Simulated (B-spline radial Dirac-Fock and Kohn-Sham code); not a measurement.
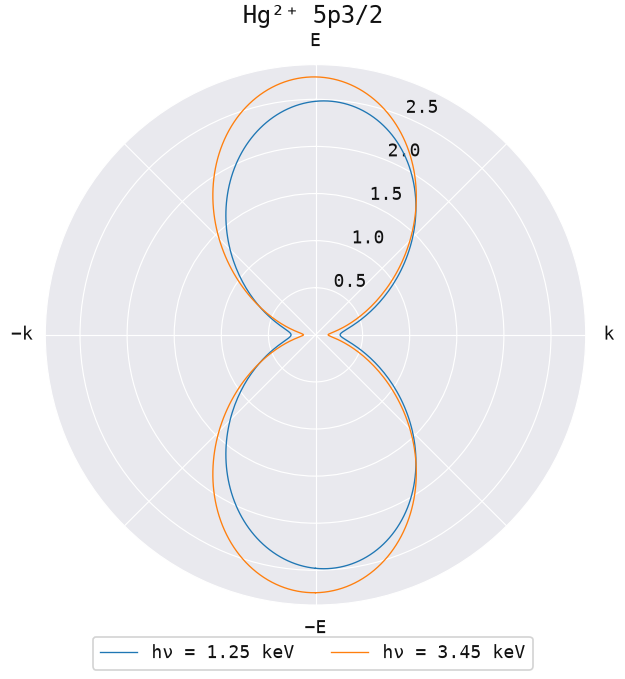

Angular distribution of photoelectrons from O3 (5p3/2) in the plane of the polarisation E (up) and the photon direction k (right), relative to an isotropic one. It refers to the ion Hg²⁺. Method: a Dirac–Hartree–Slater potential; 1 + βP₂(cos θ) + (δ + γ cos²θ) sin θ cos φ with E1 and E1–E2 terms (computed with a B-spline radial code).

Q: What are β, γ and δ at 3.45 keV?

A: β = 1.738, γ = −0.048, δ = 0.003.

Q: Is the pattern at 3.45 keV symmetric between forward and backward?

A: Nearly; the non-dipole terms change it by under 5 % at 45° from E.
